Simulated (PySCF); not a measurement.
SMILES [CH2][Si](C)(C)O, doublet at its PBE0/def2-SVP optimised geometry (Å):

```
14

C     -0.7921    -2.0504    -1.5038
Si    -0.1599    -1.1583     0.0000
C     -0.8364     0.5933     0.0000
C     -0.6192    -2.0592     1.5732
O      1.5205    -1.1583     0.0000
H     -0.4151    -3.0379    -1.7984
H     -1.5794    -1.6602    -2.1599
H     -0.5473     1.1416    -0.9111
H     -0.4613     1.1583     0.8677
H     -1.9375     0.5885     0.0489
H     -0.1877    -1.5472     2.4479
H     -0.2311    -3.0893     1.5584
H     -1.7113    -2.1063     1.7047
H      1.9375    -0.8121    -0.7940
```

Level of theory: unrestricted PBE0/def2-TZVP in PySCF. Cells within 0.4 Å of a nucleus heavier than hydrogen are left out (blank, or x).

Map of the deformation density (molecule minus spherical neutral atoms) (e/bohr³) on the plane z = 0.0 Å:

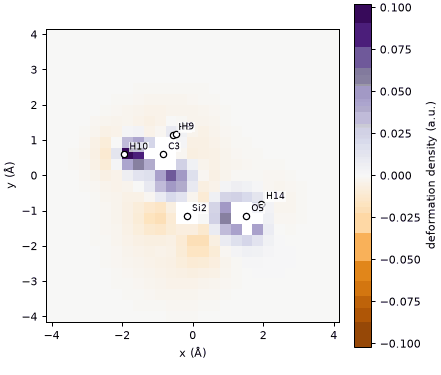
Figure: Deformation density (molecule minus spherical neutral atoms) (e/bohr³) on the plane z = 0.0 Å.
